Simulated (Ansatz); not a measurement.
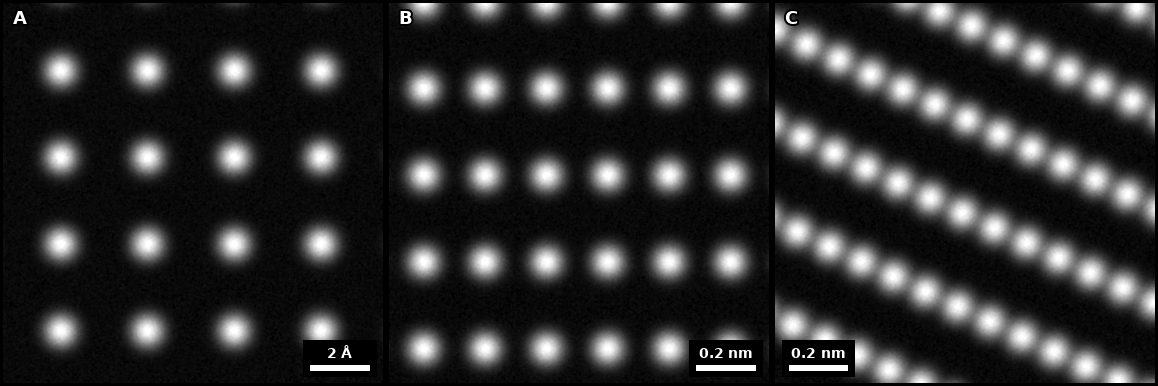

Three views of Na (Im-3m, No. 229) along different zone axes. The image is simulated as a sum over atoms of Z^1.6, blurred by a 0.74 Å probe (no channelling). The display is stretched by a gamma of 0.65; percentages refer to the linear signal. Shot noise was added. Atomic positions: the geometry given to an electronic-structure calculation, possibly off equilibrium.

```
CELL_PARAMETERS angstrom
4.19668 0.00000 0.00000
0.00000 4.19668 0.00000
0.00000 0.00000 4.19668
ATOMIC_POSITIONS crystal
Na 0.00000 0.00000 0.00000
Na 0.50000 0.50000 0.50000
```

Match the panels to the zone axes [001], [110] and [211].

Answer. A is [001]: projected cell 2.97 × 2.97 Å, 90°, plane group p4mm. B is [110]: projected cell 2.10 × 2.97 Å, 90°, plane group p2mm. C is [211]: projected cell 1.21 × 2.97 Å, 90°, plane group p2mm.
